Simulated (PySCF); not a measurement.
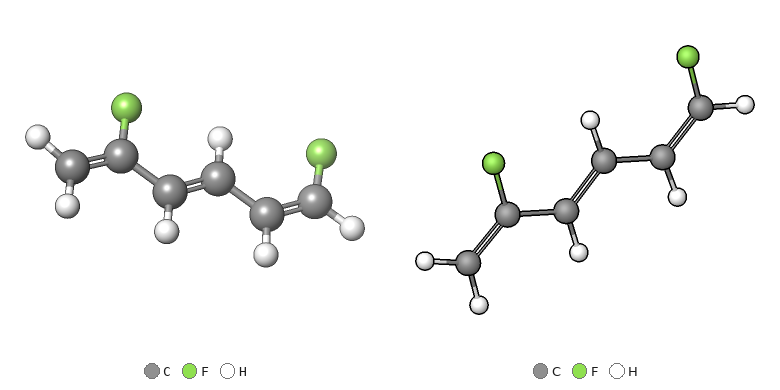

Two views of one molecule.

The computed structure is the end point of a PBE0-D3(BJ)/def2-SVP optimisation. No frequency run is at hand to confirm it as a minimum.

Which formula does it have?

Answer. C6H6F2, 14 atoms: 6 carbon, 6 hydrogen and 2 fluorine.

Name some functional groups or characteristic bonds that it holds.

Answer. Among them: alkene, C–F bond.

Describe its rings.

Answer. It has no ring.

Give the symmetry (Schoenflies symbol).

Answer. Cs.

The parts below concern this one geometry. Atoms keep their numbers from picture to picture.

Geometry

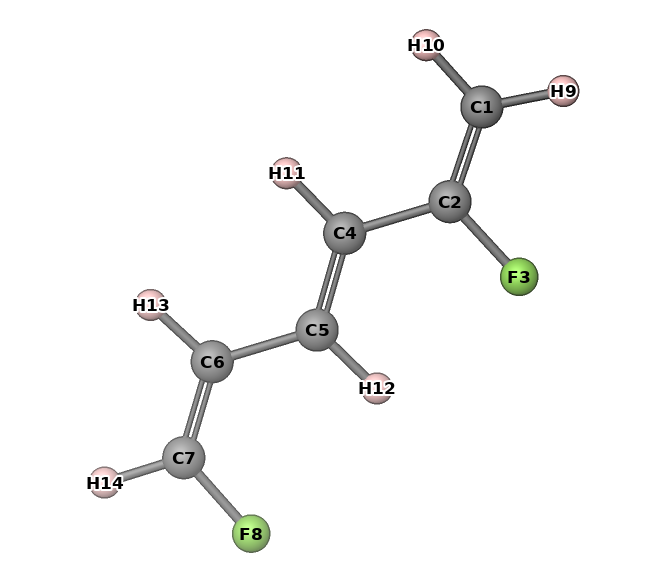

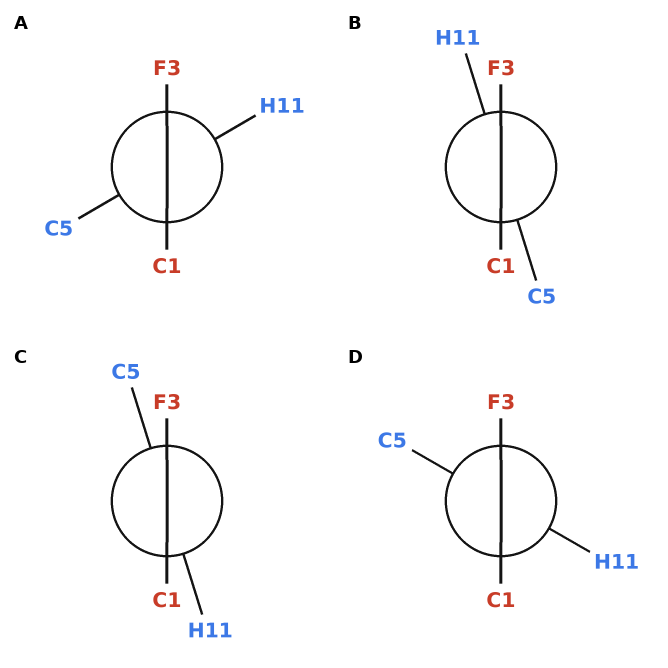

Distant atoms are faded towards the background colour. Bonds that would overlap in a projection are set slightly apart. No frequency run is at hand to confirm it as a minimum.

Which Newman projection shows the view along C2–C4, with C2 in front?

Answer. C. The torsion angle F3–C2–C4–C5 is 0°, synperiplanar (eclipsed).

Dipole moment

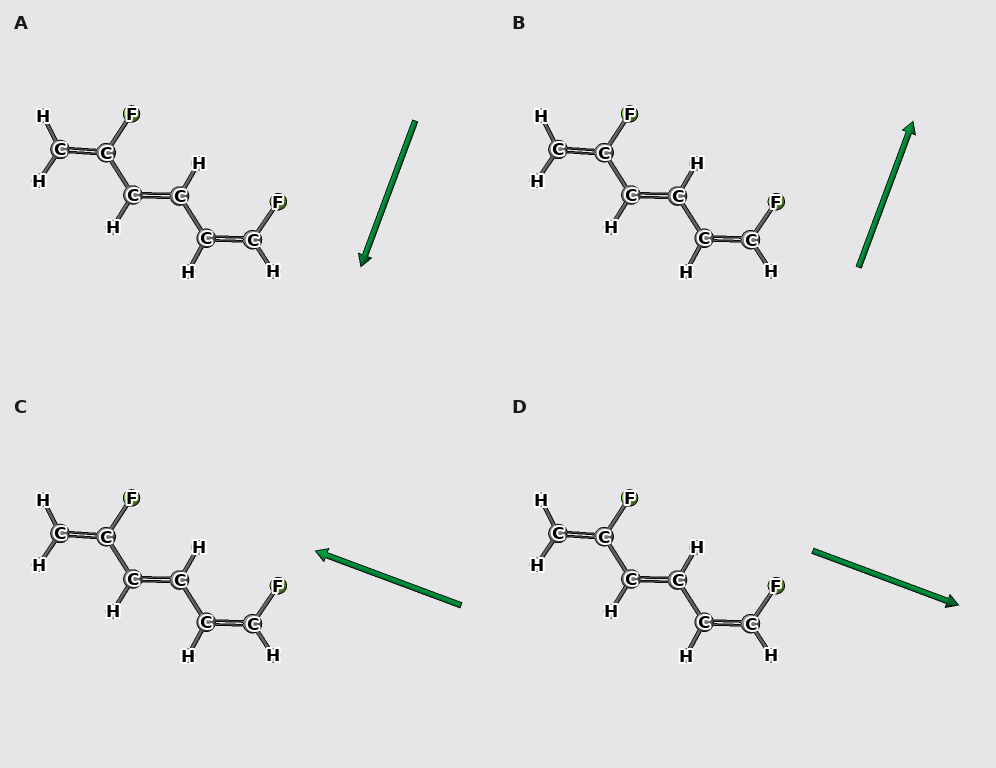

The same molecule four times, each with an arrow. No frequency run is at hand to confirm it as a minimum. Level of theory: CAM-B3LYP/def2-SVPD, gas phase (PySCF 2.14.0).

Which arrow points along the dipole moment, from the negative to the positive end?

Answer. A. The dipole moment is 2.67 D.

Bond orders

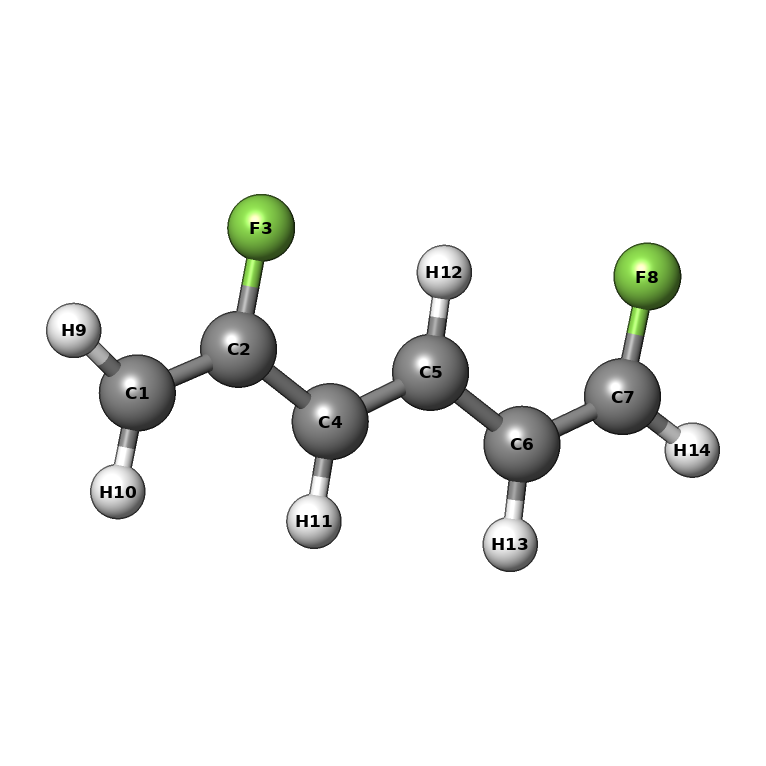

Every bond is drawn as one stick. No frequency run is at hand to confirm it as a minimum. Computed with PBE0/pcSseg-1 (PySCF 2.14.0).

List the Mayer bond orders of C1–C2, C1–H9, C1–H10, C2–F3, C2–C4, C4–C5, C4–H11, C5–C6, C5–H12, C6–C7, C6–H13, C7–F8, C7–H14.

| bond | Mayer order | length (Å) |
| --- | --- | --- |
| C1–C2 | 1.83 | 1.339 |
| C1–H9 | 0.93 | 1.090 |
| C1–H10 | 0.95 | 1.089 |
| C2–F3 | 0.96 | 1.338 |
| C2–C4 | 1.08 | 1.448 |
| C4–C5 | 1.70 | 1.350 |
| C4–H11 | 0.96 | 1.094 |
| C5–C6 | 1.10 | 1.443 |
| C5–H12 | 0.95 | 1.093 |
| C6–C7 | 1.78 | 1.340 |
| C6–H13 | 0.95 | 1.093 |
| C7–F8 | 0.98 | 1.327 |
| C7–H14 | 0.96 | 1.093 |

Polarisability

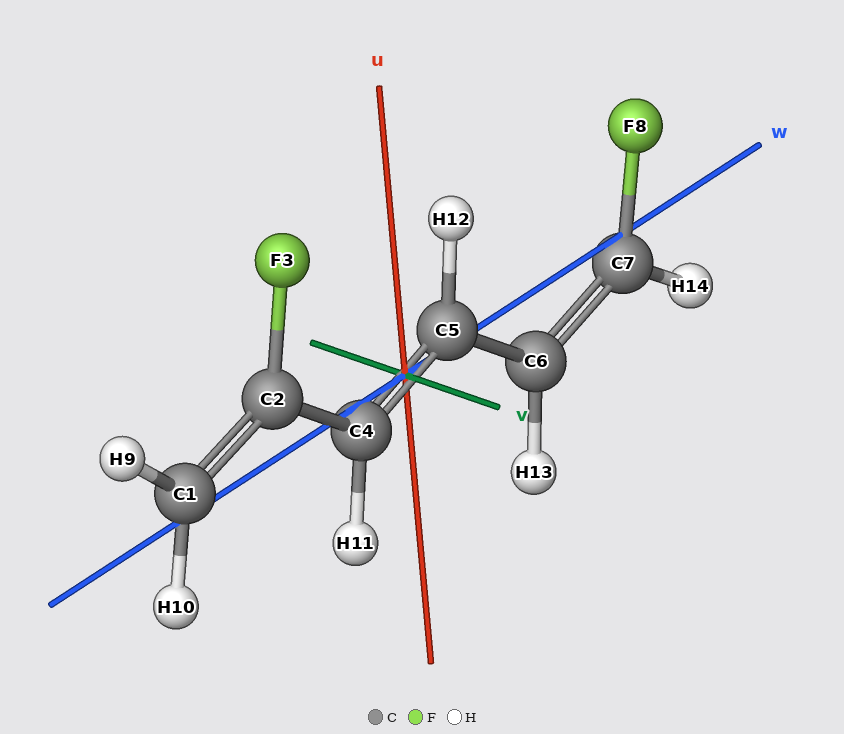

The lines u, v and w are the principal axes of the static dipole polarisability. No frequency run is at hand to confirm it as a minimum. Level of theory: CAM-B3LYP/def2-SVPD (PySCF 2.14.0).

Along which axis is the molecule most polarisable, and along which least?

Answer. Most along w (in the molecular plane, close to the long direction C1···F8), least along v (normal to the molecular plane).

Give the three principal values.

Answer. u 65.2, v 47.7, w 163.1 bohr³; mean 92.0, anisotropy 107.7 bohr³.
